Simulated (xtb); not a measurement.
# Frequency calculation of C₂H₄AlBS

The run: frequency calculation of C₂H₄AlBS, SMILES BS[C]1=[CH][AlH]1. Method and program: GFN2-xTB (xtb 6.7.1 later snapshot).

The geometry was optimised with GFN2-xTB.

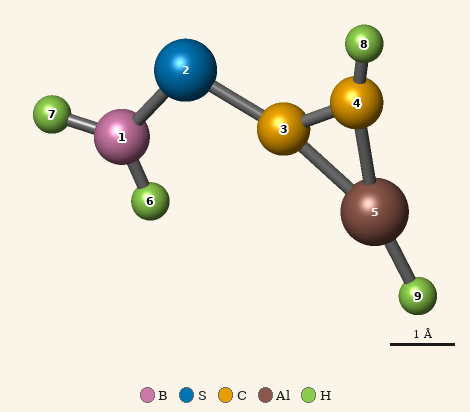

The input geometry (ball-and-stick view, seen at a tilt; atoms are numbered from 1 in the order of the input). Sticks mark near contacts. Bond lengths as drawn: Al–C 1.93 Å, Al–H 1.55 Å, B–H 1.17 Å, B–S 1.75 Å, C–C 1.39 Å, C–H 1.09 Å and C–S 1.79 Å.

### Summary

| quantity | value |
| --- | --- |
| outcome | converged |
| electrons treated | 24 |
| total energy | −11.758809 hartree |
| dispersion energy | −0.005896 hartree |
| basis functions | 36 |
| HOMO | −9.58 eV |
| LUMO | −7.85 eV |
| zero-point energy | 0.047417 hartree |
| dipole moment | 3.32 D |
| wavenumbers, lowest and highest | 49 and 2958 cm⁻¹ |
| hardware | 1 thread of Arm Neoverse N1, 16 GiB of memory available, shared host |
| peak memory | 0.073 GiB |

### Notes

Settings chosen away from the usual ones: method = gfn2-xtb; task = frequencies; x = {"symmetry_threshold": 0.1}; geo = {"prev": "A"}.

### Input (struc.tmol)
```
$coord
      0.574231077490      2.901126443787     -3.022635833600  b
      1.102674090980     -0.350789860514     -2.849272358927  s
      0.085982538670     -1.061100116239      0.295364193279  c
      0.121225930895     -3.456913794300      1.385225941134  c
     -1.177601731822     -0.972207399336      3.721475451748  al
     -0.258382253020      3.952248806087     -1.261562263539  h
      1.077408452694      3.922674592237     -4.913665869252  h
      0.757950251326     -5.195499623479      0.497602683136  h
     -2.283507254475      0.260460951757      6.147449158759  h
$end
```

### File xtb.inp
```
$symmetry
   desy=0.1
$end
```

Run as:
```bash
xtb struc.tmol -u 0 --hess --input xtb.inp > run.log 2> xtb.err
```

### Log
```
* xtb version 6.7.1
   ID    Z sym.   atoms
    1    5 b      1
    2   16 s      2
    3    6 c      3, 4
    4   13 al     5
    5    1 h      6-9

           -------------------------------------------------
          |                Calculation Setup                |
           -------------------------------------------------

          program call               : xtb struc.tmol -u 0 --hess --input xtb.inp
          coordinate file            : struc.tmol
          omp threads                :                     1

           -------------------------------------------------
          |                 G F N 2 - x T B                 |
           -------------------------------------------------

      * Hamiltonian:
        H0-scaling (s, p, d)           1.850000    2.230000    2.230000
        zeta-weighting                 0.500000
      * Dispersion:
        s8                             2.700000
        a1                             0.520000
        a2                             5.000000
        s9                             5.000000
      * Repulsion:
        kExp                           1.500000    1.000000
        rExp                           1.000000
      * Coulomb:
        alpha                          2.000000
        third order                    shell-resolved
        anisotropic                    true
        a3                             3.000000
        a5                             4.000000
        cn-shift                       1.200000
        cn-exp                         4.000000
        max-rad                        5.000000

          ...................................................
          :                      SETUP                      :
          :.................................................:
          :  # basis functions                  36          :
          :  # atomic orbitals                  34          :
          :  # shells                           16          :
          :  # electrons                        24          :
          :  max. iterations                   250          :
          :  Hamiltonian                  GFN2-xTB          :
          :  restarted?                      false          :
          :  GBSA solvation                  false          :
          :  PC potential                    false          :
          :  electronic temp.          300.0000000     K    :
          :  accuracy                    1.0000000          :
          :  -> integral cutoff          0.2500000E+02      :
          :  -> integral neglect         0.1000000E-07      :
          :  -> SCF convergence          0.1000000E-05 Eh   :
          :  -> wf. convergence          0.1000000E-03 e    :
          :  Broyden damping             0.4000000          :
          :  net charge                          0          :
          :  unpaired electrons                  0          :
          ...................................................

 iter      E             dE          RMSdq      gap      omega  full diag
   1    -11.6361560 -0.116362E+02  0.224E+01    2.49       0.0  T
   2    -11.7653551 -0.129199E+00  0.124E+01    1.62       1.0  T
   3    -11.5912405  0.174115E+00  0.902E+00    1.12       1.0  T
   4    -11.8094598 -0.218219E+00  0.454E+00    1.95       1.0  T
   5    -11.8850559 -0.755961E-01  0.253E+00    1.78       1.0  T
   6    -11.8831714  0.188447E-02  0.178E+00    1.72       1.0  T
   7    -11.8844928 -0.132141E-02  0.108E+00    1.80       1.0  T
   8    -11.8894857 -0.499292E-02  0.341E-01    1.70       1.0  T
   9    -11.8893820  0.103724E-03  0.260E-01    1.75       1.0  T
  10    -11.8896036 -0.221617E-03  0.633E-02    1.73       1.0  T
  11    -11.8896088 -0.513764E-05  0.291E-02    1.73       1.1  T
  12    -11.8896149 -0.616910E-05  0.140E-02    1.72       2.4  T
  13    -11.8896153 -0.410959E-06  0.412E-03    1.73       8.1  T
  14    -11.8896154 -0.151410E-07  0.109E-03    1.73      30.5  T
  15    -11.8896154 -0.713223E-08  0.298E-04    1.73     111.8  T
  16    -11.8896154 -0.148383E-09  0.117E-04    1.73     284.9  T

   *** convergence criteria satisfied after 16 iterations ***

         #    Occupation            Energy/Eh            Energy/eV
      -------------------------------------------------------------
         1        2.0000           -0.6914706             -18.8159
       ...           ...                  ...                  ...
         6        2.0000           -0.4697705             -12.7831
         7        2.0000           -0.4375759             -11.9070
         8        2.0000           -0.4241818             -11.5426
         9        2.0000           -0.4197599             -11.4222
        10        2.0000           -0.3936813             -10.7126
        11        2.0000           -0.3711618             -10.0998
        12        2.0000           -0.3519608              -9.5773 (HOMO)
        13                         -0.2885464              -7.8517 (LUMO)
        14                         -0.2488861              -6.7725
        15                         -0.2345195              -6.3816
        16                         -0.2335343              -6.3548
        17                         -0.2222920              -6.0489
       ...                                ...                  ...
        34                          1.3954314              37.9716
      -------------------------------------------------------------
                  HL-Gap            0.0634144 Eh            1.7256 eV
             Fermi-level           -0.3202536 Eh           -8.7145 eV

 SCC (total)                   0 d,  0 h,  0 min,  0.010 sec
 SCC setup                      ...        0 min,  0.000 sec (  1.065%)
 Dispersion                     ...        0 min,  0.000 sec (  0.504%)
 classical contributions        ...        0 min,  0.000 sec (  0.089%)
 integral evaluation            ...        0 min,  0.001 sec ( 11.494%)
 iterations                     ...        0 min,  0.006 sec ( 63.196%)
 molecular gradient             ...        0 min,  0.002 sec ( 22.706%)
 printout                       ...        0 min,  0.000 sec (  0.811%)

         :::::::::::::::::::::::::::::::::::::::::::::::::::::
         ::                     SUMMARY                     ::
         :::::::::::::::::::::::::::::::::::::::::::::::::::::
         :: total energy             -11.758809337267 Eh    ::
         :: gradient norm              0.000019780538 Eh/a0 ::
         :: HOMO-LUMO gap              1.725594407745 eV    ::
         ::.................................................::
         :: SCC energy               -11.889612968938 Eh    ::
         :: -> isotropic ES            0.048539343666 Eh    ::
         :: -> anisotropic ES          0.003327642711 Eh    ::
         :: -> anisotropic XC         -0.005229285488 Eh    ::
         :: -> dispersion             -0.005895514418 Eh    ::
         :: repulsion energy           0.130803631671 Eh    ::
         :: add. restraining           0.000000000000 Eh    ::
         :: total charge              -0.000000000000 e     ::
         :::::::::::::::::::::::::::::::::::::::::::::::::::::

           -------------------------------------------------
          |                Numerical Hessian                |
           -------------------------------------------------
step length          :   0.00500
SCC accuracy         :   0.30000
Hessian scale factor :   1.00000
frozen atoms in %    :   0.00000    0
RMS gradient         :   0.00002
estimated CPU  time      0.01 min

writing file <hessian>, containing the non-mass-weighted Hessian matrix in atomic units (Eₕ/Bohr²).

 projected vibrational frequencies (cm⁻¹)
eigval :       -0.00    -0.00     0.00     0.00     0.00     0.00
eigval :       48.90   136.67   193.54   322.86   386.31   402.74
eigval :      479.47   492.37   662.26   783.14   798.07   804.50
eigval :      845.19   880.54  1060.75  1157.32  1346.91  1758.39
eigval :     2613.06  2682.26  2958.39
           -------------------------------------------------
          |                Property Printout                |
           -------------------------------------------------

    * Orbital Energies and Occupations

         #    Occupation            Energy/Eh            Energy/eV
      -------------------------------------------------------------
         1        2.0000           -0.6914703             -18.8159
         2        2.0000           -0.5939838             -16.1631
         3        2.0000           -0.5162978             -14.0492
         4        2.0000           -0.5123418             -13.9415
         5        2.0000           -0.4981325             -13.5549
         6        2.0000           -0.4697703             -12.7831
         7        2.0000           -0.4375766             -11.9071
         8        2.0000           -0.4241811             -11.5426
         9        2.0000           -0.4197602             -11.4223
        10        2.0000           -0.3936813             -10.7126
        11        2.0000           -0.3711617             -10.0998
        12        2.0000           -0.3519604              -9.5773 (HOMO)
        13                         -0.2885465              -7.8517 (LUMO)
        14                         -0.2488865              -6.7725
        15                         -0.2345196              -6.3816
        16                         -0.2335345              -6.3548
        17                         -0.2222925              -6.0489
        18                         -0.1522379              -4.1426
        19                         -0.1259073              -3.4261
        20                         -0.1011002              -2.7511
        21                         -0.0439144              -1.1950
        22                         -0.0342249              -0.9313
        23                          0.0243294               0.6620
       ...                                ...                  ...
        34                          1.3954312              37.9716
      -------------------------------------------------------------
                  HL-Gap            0.0634140 Eh            1.7256 eV
             Fermi-level           -0.3202534 Eh           -8.7145 eV

     #   Z          covCN         q      C6AA      α(0)
     1   5          2.780     0.266    17.374     6.969
     2  16          1.891    -0.182   148.773    20.529
     3   6          2.794    -0.078    29.925     8.961
     4   6          2.765    -0.138    31.510     9.193
     5  13          2.566     0.334    95.309    19.984
     6   1          0.939    -0.111     5.962     3.817
     7   1          0.940    -0.106     5.781     3.759
     8   1          0.925     0.050     2.321     2.382
     9   1          0.880    -0.035     3.766     3.038

 Mol. C6AA /au·bohr⁶  :       2047.177735
 Mol. C8AA /au·bohr⁸  :      86192.329095
 Mol. α(0) /au        :         78.633507

Wiberg/Mayer (AO) data.
largest (>0.10) Wiberg bond orders for each atom

 ---------------------------------------------------------------------------
     #   Z sym  total        # sym  WBO       # sym  WBO       # sym  WBO
 ---------------------------------------------------------------------------
     1   5      3.361 --     2      1.340     7      0.978     6      0.970
     2  16      2.515 --     1      1.340     3      1.008
     3   6      3.778 --     4      1.669     5      1.020     2      1.008
     4   6      3.912 --     3      1.669     5      1.129     8      0.935
     5  13      3.192 --     4      1.129     3      1.020     9      0.901
     6   1      0.988 --     1      0.970
     7   1      0.988 --     1      0.978
     8   1      0.998 --     4      0.935
     9   1      0.999 --     5      0.901
 ---------------------------------------------------------------------------

Topologies differ in total number of bonds
Writing topology from bond orders to xtbtopo.mol

molecular dipole:
                 x           y           z       tot (Debye)
Molecule has the following symmetry elements: (sigma)
It seems to be the Cs point group
 q only:       -0.432      -0.053       1.213
   full:       -0.472       0.184       1.204       3.321
molecular quadrupole (traceless):
                xx          xy          yy          xz          yz          zz
 q only:        0.030       0.676      -1.868      -0.508      -0.939       1.839
  q+dip:       -1.442      -0.138      -2.572      -2.399       0.505       4.014
   full:        3.139       2.181      -3.462       1.808      -2.180       0.324

           -------------------------------------------------
          |               Frequency Printout                |
           -------------------------------------------------
 projected vibrational frequencies (cm⁻¹)
eigval :       -0.00    -0.00     0.00     0.00     0.00     0.00
eigval :       48.90   136.67   193.54   322.86   386.31   402.74
eigval :      479.47   492.37   662.26   783.14   798.07   804.50
eigval :      845.19   880.54  1060.75  1157.32  1346.91  1758.39
eigval :     2613.06  2682.26  2958.39
 reduced masses (amu)
    1:      8.98    2:      3.93    3:      9.82    4:     10.56    5:     10.05    6:      5.36
    7:      3.95    8:      3.55    9:      2.56   10:      4.36   11:      1.09   12:      6.81
   13:      1.38   14:      1.19   15:      3.59   16:      1.31   17:      1.36   18:      1.43
   19:      3.87   20:      4.19   21:      1.56   22:      1.22   23:      8.96   24:      1.07
   25:      1.05   26:      1.12   27:      1.09
 IR intensities (km·mol⁻¹)
    1:      0.85    2:      0.87    3:      1.12    4:      0.04    5:      0.25    6:      1.28
    7:      0.23    8:      1.90    9:      3.25   10:      7.57   11:      0.22   12:     20.21
   13:     27.50   14:     38.52   15:     50.01   16:     70.96   17:     86.47   18:     20.52
   19:     13.12   20:      9.64   21:     74.94   22:     88.99   23:    156.45   24:    437.18
   25:     93.65   26:    129.49   27:     51.52
 Raman intensities (Ä⁴*amu⁻¹)
    1:      0.00    2:      0.00    3:      0.00    4:      0.00    5:      0.00    6:      0.00
    7:      0.00    8:      0.00    9:      0.00   10:      0.00   11:      0.00   12:      0.00
   13:      0.00   14:      0.00   15:      0.00   16:      0.00   17:      0.00   18:      0.00
   19:      0.00   20:      0.00   21:      0.00   22:      0.00   23:      0.00   24:      0.00
   25:      0.00   26:      0.00   27:      0.00
 output can be read by thermo (or use thermo option).
 writing <g98.out> molden fake output.
 recommended (thermochemical) frequency scaling factor: 1.0
           -------------------------------------------------
          |             Thermodynamic Functions             |
           -------------------------------------------------

cs  symmetry found (for desy threshold:  0.10E+00) used in thermo

          ...................................................
          :                      SETUP                      :
          :.................................................:
          :  # frequencies                          21      :
          :  # imaginary freq.                       0      :
          :  linear?                             false      :
          :  only rotor calc.                    false      :
          :  symmetry                               cs      :
          :  rotational number                       1      :
          :  scaling factor                  1.0000000      :
          :  rotor cutoff                   50.0000000 cm⁻¹ :
          :  imag. cutoff                  -20.0000000 cm⁻¹ :
          :.................................................:

    mode    ω/cm⁻¹     T·S(HO)/kcal·mol⁻¹    T·S(FR)/kcal·mol⁻¹   T·S(vib)
   ------------------------------------------------------------------------
       1     48.90    -1.44940 ( 47.78%)    -1.06268 ( 52.22%)    -1.24746
       2    136.67    -0.84971 ( 98.24%)    -0.75850 (  1.76%)    -0.84810
       3    193.54    -0.65404 ( 99.56%)    -0.65549 (  0.44%)    -0.65405
   ------------------------------------------------------------------------

   temp. (K)  partition function   enthalpy   heat capacity  entropy
                                   cal/mol     cal/K/mol   cal/K/mol   J/K/mol
 298.15  VIB   40.4                 2584.724     17.058     15.336
         ROT  0.183E+06              888.727      2.981     27.065
         INT  0.740E+07             3473.452     20.039     42.401
         TR   0.296E+26             1481.212      4.968     39.655
         TOT                        4954.6641    25.0072    82.0560   343.3222

       T/K    H(0)-H(T)+PV         H(T)/Eh          T*S/Eh         G(T)/Eh
   ------------------------------------------------------------------------
    298.15    0.789576E-02    0.553127E-01    0.389874E-01    0.163253E-01
   ------------------------------------------------------------------------

         :::::::::::::::::::::::::::::::::::::::::::::::::::::
         ::                  THERMODYNAMIC                  ::
         :::::::::::::::::::::::::::::::::::::::::::::::::::::
         :: total free energy         -11.742484083565 Eh   ::
         ::.................................................::
         :: total energy              -11.758809337232 Eh   ::
         :: zero point energy           0.047416935466 Eh   ::
         :: G(RRHO) w/o ZPVE           -0.031091681799 Eh   ::
         :: G(RRHO) contrib.            0.016325253667 Eh   ::
         :::::::::::::::::::::::::::::::::::::::::::::::::::::

           -------------------------------------------------
          | TOTAL ENERGY              -11.758809337232 Eh   |
          | TOTAL ENTHALPY            -11.703496641908 Eh   |
          | TOTAL FREE ENERGY         -11.742484083565 Eh   |
          | GRADIENT NORM               0.000020573163 Eh/α |
          | HOMO-LUMO GAP               1.725581786461 eV   |
           -------------------------------------------------

------------------------------------------------------------------------
------------------------------------------------------------------------
 total:
 *  cpu-time:     0 d,  0 h,  0 min,  0.387 sec
 * ratio c/w:     1.000 speedup
 SCF:
 *  cpu-time:     0 d,  0 h,  0 min,  0.010 sec
 * ratio c/w:     1.000 speedup
 analytical hessian:
 *  cpu-time:     0 d,  0 h,  0 min,  0.366 sec
 * ratio c/w:     1.000 speedup
```

### Standard error
```
normal termination of xtb
```

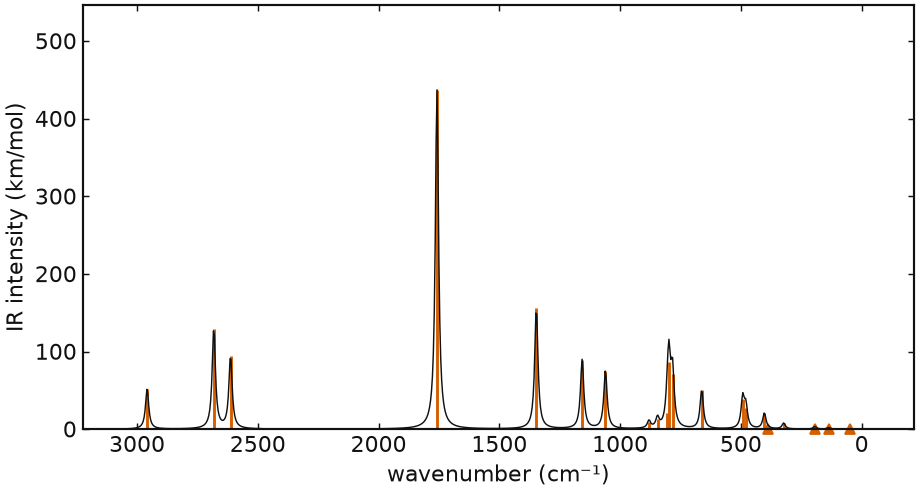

Harmonic infrared spectrum, unscaled: sticks (degenerate modes added up, dark ones marked on the axis) with a Lorentzian envelope of 16 cm⁻¹ full width, scaled to the tallest stick. 21 modes from 49 to 2958 cm⁻¹, none imaginary. The strongest line is at 1758 cm⁻¹ (437 km/mol).

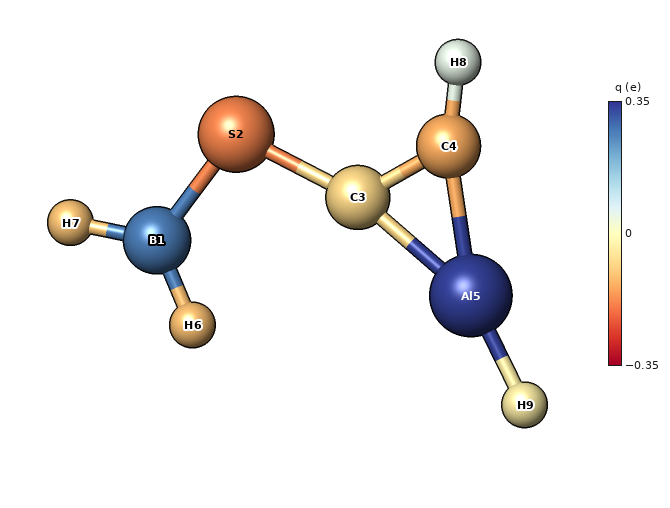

Mulliken charges, as the colour of each atom (ball-and-stick view, seen at a tilt; atoms are numbered from 1 in the order of the input). By element: B +0.27, S −0.18, C −0.14 to −0.08, Al +0.33 and H −0.11 to +0.05 e.
